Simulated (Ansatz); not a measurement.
## A computed series for Os: pressure series

The parent structure is Os in the fcc (Cu type) structure (space group Fm-3m, No. 225; a = 3.821 Å).

Cell and atoms are relaxed at each pressure.

Calculations: plane-wave PAW DFT at the PBEsol level (Ansatz, a first-principles code, 420 eV), no spin-orbit coupling.

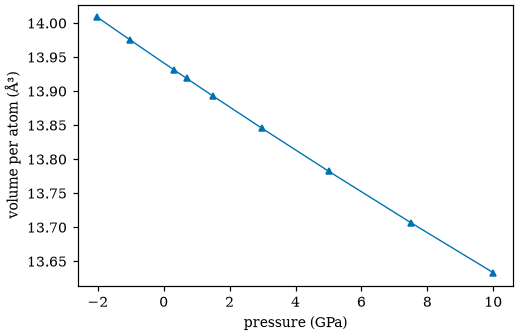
Volume against pressure

Estimate the zero-pressure bulk modulus from the plot.

About 420 GPa; a third-order Birch–Murnaghan fit to the points gives V₀ = 13.94 Å³/atom, B₀ = 424 GPa and B₀′ = 4.7.

Load acts through the strain it causes; cell and atoms are relaxed under it. Stability against distortions was not tested. No other phases were tried under pressure. The final runs are not spin-polarised. This is not the structure that Os has at room temperature and ambient pressure.
